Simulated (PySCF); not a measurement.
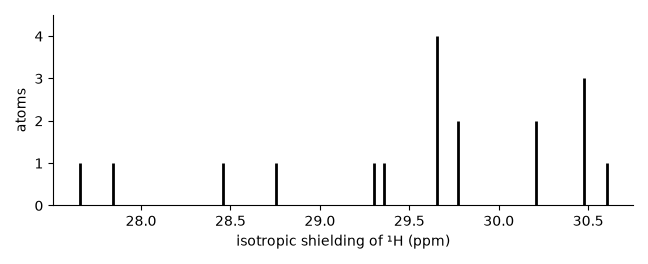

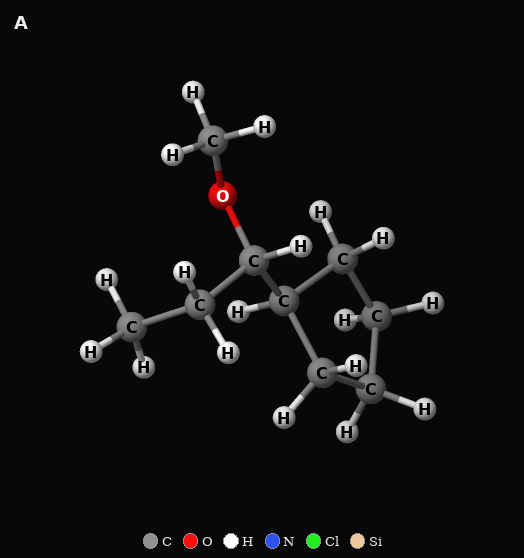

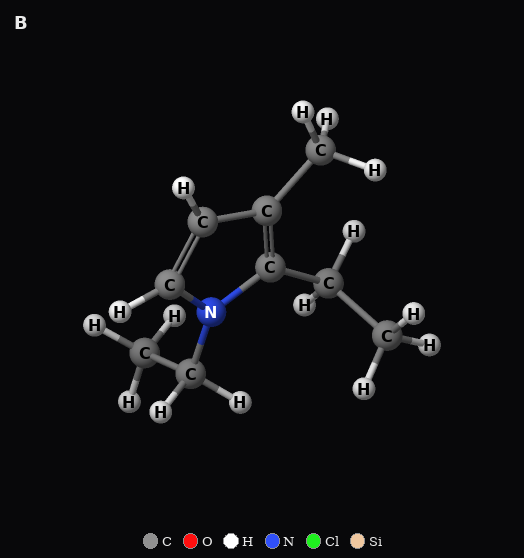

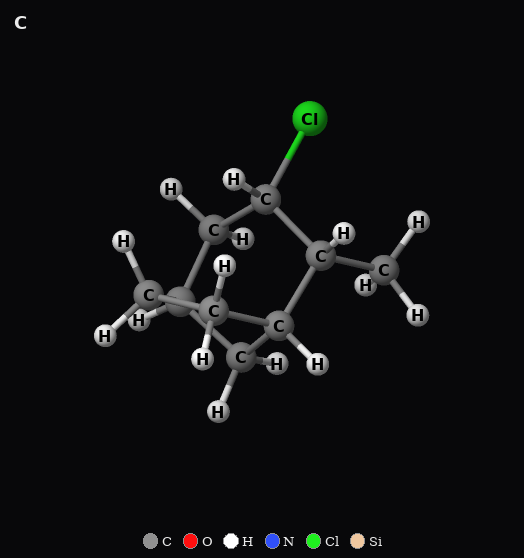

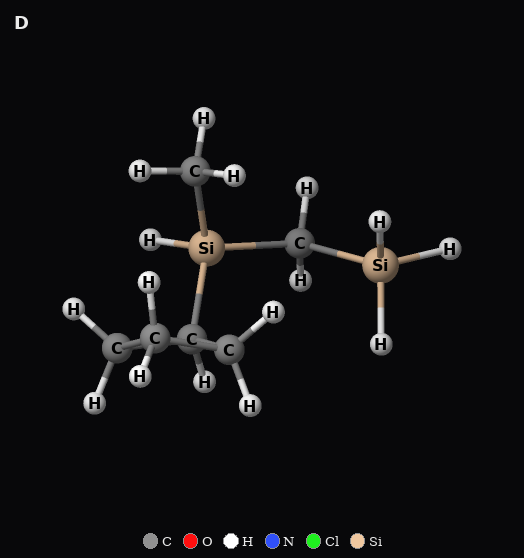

The sticks are computed shieldings of one of the molecules, for one fixed geometry (PBE0-D3(BJ)/def2-SVP) without averaging over rotations. Low shielding means a high chemical shift. Method: GIAO PBE0/pcSseg-1 NMR shielding, non-relativistic, IEF-PCM benzene (PySCF 2.14.0).

Which molecule gives this pattern?

A, `CC[C@H](OC)C1CCCC1`. Its 18 H atoms give lines at 27.66, 27.85, 28.46, 28.76, 29.30, 29.36, 29.65 (4 atoms), 29.77 (2 atoms), 30.21 (2 atoms), 30.47 (3 atoms), 30.60 ppm.
